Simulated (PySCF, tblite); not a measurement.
# C₄H₇FO: magnetic properties

What do calculations give for the magnetic properties of C₄H₇FO (`C/C=C(/F)CO`)?

Computed with tblite 0.8.0 and PySCF 2.14.0 and routines of our own; the level stands in each step. Atoms count from 0.

### 1 The system as given

13 atoms, charge 0, multiplicity 1; geometry from: force field or distance geometry start.

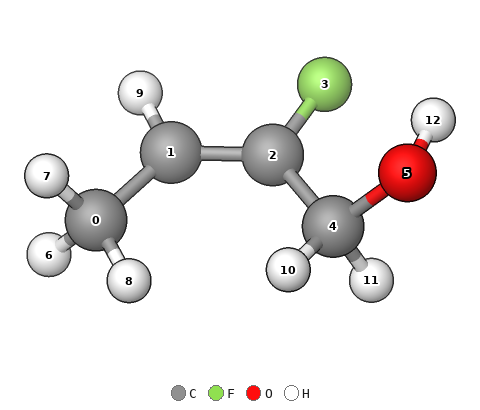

The starting geometry (carbon grey, fluorine green, oxygen red, hydrogen white).

### 2 Relaxing the molecule with GFN2-xTB, one coordinate held

The job: settings as JSON, then the geometry in Å.

```
{"job": {"kind": "relax", "xc": "GFN2-xTB", "basis": "xTB"}, "charge": 0, "multiplicity": 1}
C     -1.713100    -0.606500    -0.500700
C     -1.016800     0.539500     0.144300
C      0.320400     0.713600     0.287000
F      0.698900     1.855200     0.916800
C      1.407900    -0.191900    -0.178100
O      2.373000    -0.343100     0.845300
H     -2.382700    -0.218800    -1.287600
H     -2.330200    -1.124100     0.241900
H     -1.043900    -1.333600    -0.958400
H     -1.662800     1.303200     0.576800
H      1.059800    -1.189000    -0.464700
H      1.903000     0.250200    -1.051500
H      2.478300     0.533000     1.274600
```

Run with:

```sh
$ OMP_NUM_THREADS=1 python excited_run.py task.json out
```

One launch serves the whole session: the jobs run in the order shown.

The program printed:

```text
step      E/eV     max force
  0    -568.50132    2.903
  1    -568.54443    2.344
  2    -568.58052    0.423
  3    -568.58942    0.322
  4    -568.59960    0.245
  5    -568.60202    0.187
  6    -568.60420    0.179
  7    -568.60497    0.166
  8    -568.60560    0.153
  9    -568.60595    0.148
 10    -568.60627    0.144
 11    -568.60662    0.143
 12    -568.60701    0.144
 13    -568.60733    0.145
 14    -568.60756    0.144
 15    -568.60779    0.144
 16    -568.60808    0.143
 17    -568.60839    0.136
 18    -568.60865    0.124
 19    -568.60885    0.116
 20    -568.60900    0.112
 21    -568.60913    0.107
 22    -568.60927    0.098
 23    -568.60941    0.087
 24    -568.60953    0.076
 25    -568.60960    0.074
 26    -568.60965    0.073
 27    -568.60968    0.072
 28    -568.60973    0.074
 29    -568.60979    0.074
 30    -568.60984    0.075
 31    -568.60989    0.075
 32    -568.60994    0.074
 33    -568.60999    0.076
 34    -568.61003    0.081
 35    -568.61005    0.085
 36    -568.61007    0.087
 37    -568.61011    0.087
 38    -568.61015    0.086
 39    -568.61019    0.081
 40    -568.61022    0.076
 41    -568.61025    0.071
 42    -568.61028    0.067
 43    -568.61031    0.062
 44    -568.61033    0.058
 45    -568.61035    0.056
 46    -568.61037    0.057
 47    -568.61039    0.056
 48    -568.61042    0.055
 49    -568.61045    0.052
 50    -568.61048    0.049
 51    -568.61051    0.044
 52    -568.61055    0.041
 53    -568.61060    0.037
 54    -568.61064    0.035
 55    -568.61068    0.031
 56    -568.61073    0.027
 57    -568.61078    0.024
 58    -568.61082    0.023
 59    -568.61086    0.029
 60    -568.61091    0.035
 61    -568.61097    0.040
 62    -568.61105    0.047
 63    -568.61114    0.053
 64    -568.61122    0.056
 65    -568.61129    0.056
 66    -568.61135    0.055
 67    -568.61139    0.054
 68    -568.61143    0.058
 69    -568.61147    0.058
 70    -568.61152    0.063
```

It took 0.32 s on 1 thread of Arm Neoverse V2, shared host.

One coordinate is held by a constraint (a dihedral, as typed in the start), so the force along it need not vanish.

Relaxation path: (not every step is listed)

```tsv
step	energy from step 0 (eV)	largest force (eV/Å)
0	0.0000	2.9026
1	-0.0431	2.3438
2	-0.0792	0.4231
3	-0.0881	0.3222
4	-0.0983	0.2447
5	-0.1007	0.1867
6	-0.1029	0.1789
7	-0.1037	0.1661
8	-0.1043	0.1529
13	-0.1060	0.1447
18	-0.1073	0.1241
23	-0.1081	0.0867
28	-0.1084	0.0738
33	-0.1087	0.0758
38	-0.1088	0.0856
43	-0.1090	0.0618
48	-0.1091	0.0551
53	-0.1093	0.0373
58	-0.1095	0.0228
63	-0.1098	0.0529
65	-0.1100	0.0560
66	-0.1100	0.0554
67	-0.1101	0.0540
68	-0.1101	0.0575
69	-0.1102	0.0583
70	-0.1102	0.0627
```

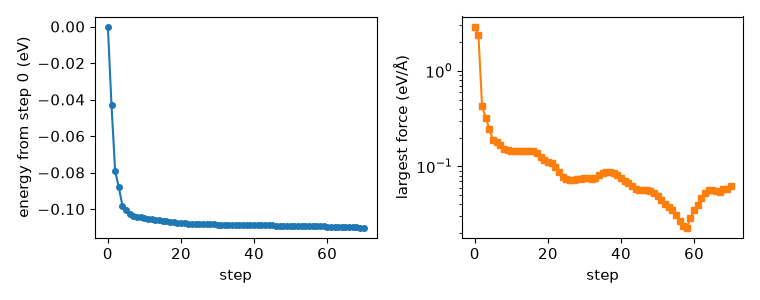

Energy and largest force along the relaxation.

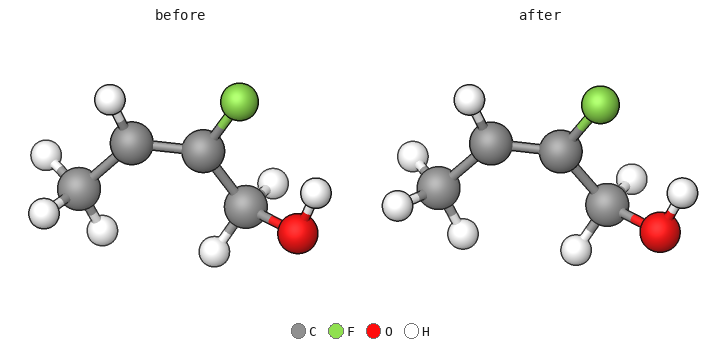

Before and after, at one scale.

Distances of close pairs at the start and the end, largest changes first:

```tsv
bond	before (Å)	after (Å)	change (Å)
C1–C2	1.356	1.322	-0.034
O5–H12	0.981	0.966	-0.016
C2–C4	1.490	1.504	+0.014
C0–H6	1.104	1.090	-0.014
C2–F3	1.358	1.367	+0.010
C4–O5	1.415	1.405	-0.010
C1–H9	1.090	1.082	-0.008
C4–H11	1.097	1.104	+0.007
```

The end geometry stands in the next job.

### 3 Magnetic properties: GIAO KT3/pcSseg-1

The job: settings as JSON, then the geometry in Å.

```
{"job": {"kind": "mag", "xc": "KT3", "basis": "pcSseg-1", "isotopologues": 0}, "charge": 0, "multiplicity": 1}
C     -1.732688    -0.609783    -0.503526
C     -1.040436     0.519269     0.177105
C      0.265339     0.681547     0.301842
F      0.715934     1.793027     0.958411
C      1.415913    -0.164184    -0.168808
O      2.403515    -0.327551     0.817456
H     -2.249747    -0.241408    -1.389276
H     -2.483166    -1.035023     0.161240
H     -1.042724    -1.391525    -0.804564
H     -1.682032     1.284020     0.594191
H      1.073205    -1.164702    -0.433065
H      1.851309     0.307015    -1.067610
H      2.597235     0.536920     1.201657
```

With the program's defaults for keys left out, this is: GIAO KT3/pcSseg-1 magnetisability, rotational g tensor and spin-rotation constants, non-relativistic, gas phase.

The program printed:

```text
coarse grid: 10856 points
cycle   1  E = -336.0974729911  dE =  6.512e-01  |g| = 9.399e-01  |ddm| = 3.182e+00
cycle   2  E = -335.7493792173  dE =  3.481e-01  |g| = 1.641e+00  |ddm| = 2.398e+00
cycle   3  E = -336.2496299152  dE = -5.003e-01  |g| = 1.968e-01  |ddm| = 1.803e+00
cycle   4  E = -336.2581483108  dE = -8.518e-03  |g| = 7.623e-02  |ddm| = 2.490e-01
cycle   5  E = -336.2591831453  dE = -1.035e-03  |g| = 4.472e-02  |ddm| = 1.023e-01
cycle   6  E = -336.2596862588  dE = -5.031e-04  |g| = 7.709e-03  |ddm| = 4.322e-02
cycle   7  E = -336.2597002717  dE = -1.401e-05  |g| = 2.124e-03  |ddm| = 7.828e-03
cycle   8  E = -336.2597008995  dE = -6.278e-07  |g| = 8.253e-04  |ddm| = 2.113e-03
final grid: 105248 points
cycle   9  E = -336.3332264680  dE = -1.358e-04  |g| = 2.976e-02  |ddm| = 5.851e-02
cycle  10  E = -336.3328584535  dE =  3.680e-04  |g| = 5.597e-02  |ddm| = 6.040e-02
cycle  11  E = -336.3333556225  dE = -4.972e-04  |g| = 3.667e-03  |ddm| = 4.322e-02
cycle  12  E = -336.3333589975  dE = -3.375e-06  |g| = 9.739e-04  |ddm| = 3.826e-03
cycle  13  E = -336.3333592126  dE = -2.151e-07  |g| = 2.313e-04  |ddm| = 9.671e-04
cycle  14  E = -336.3333592233  dE = -1.073e-08  |g| = 9.595e-05  |ddm| = 2.790e-04
cycle  15  E = -336.3333592251  dE = -1.746e-09  |g| = 1.524e-05  |ddm| = 9.028e-05
cycle  16  E = -336.3333592251  dE = -4.172e-11  |g| = 5.089e-06  |ddm| = 1.961e-05
converged SCF energy = -336.3333592251

Magnetisability tensor (1e-30 J/T^2)
     -844.33      -45.46      -59.06
      -45.46     -838.17       54.62
      -59.06       54.62     -928.30
isotropic -870.27   principal values    -966.44   -886.51   -757.86
isotropic susceptibility -52.409 1e-6 cm^3/mol

Inertial axes            a          b          c
rot. const./GHz      5.6584     2.4244     1.7978
chi total           -53.374    -47.512    -56.340
chi diamagnetic    -278.409   -578.565   -740.166
chi paramagnetic    225.035    531.053    683.825
quadrupole/D A        3.140     -2.056     -1.085
g nuclear            0.5671     0.5884     0.5723
g electronic        -0.5982    -0.6049    -0.5776
g total             -0.0311    -0.0165    -0.0053

Spin-rotation constants (kHz, H = +C I.J)
atom  isotope        aa         bb         cc
  3    19F        8.413      2.722      1.186
  6     1H       -0.274     -0.260     -0.056
  7     1H       -0.356     -0.263     -0.026
  8     1H       -0.449      0.014     -0.212
  9     1H       -0.412      0.121     -0.189
 10     1H       -0.425      0.093     -0.182
 11     1H       -0.521     -0.202      0.081
 12     1H       -0.502     -0.060     -0.221
  0    13C*       0.859      0.325      0.235
  1    13C*       1.552      0.913      0.278
  2    13C*       1.802      1.173      0.494
  4    13C*       1.072      0.589      0.356
  5    17O*      -0.581     -0.110     -0.139
* in the singly substituted isotopologue
```

Run time: 16 s. Hardware: 1 thread of Arm Neoverse V2, shared host; peak memory 0.51 GiB.

Key values:

```tsv
quantity	value
magnetisability	-870·10⁻³⁰ J/T²
molar susceptibility	-52.4·10⁻⁶ cm³/mol
rotational g (a, b, c)	-0.0311, -0.0165, -0.0053
```

### 4 Summary of results

| quantity | value |
| --- | --- |
| magnetisability (step 3, GIAO KT3/pcSseg-1) | -870·10⁻³⁰ J/T² |
| molar susceptibility (step 3, GIAO KT3/pcSseg-1) | -52.4·10⁻⁶ cm³/mol |
| rotational g (a, b, c) (step 3, GIAO KT3/pcSseg-1) | -0.0311, -0.0165, -0.0053 |

The values above hold for this geometry and these levels alone. Vibrational averaging and real surroundings are missing from these values.
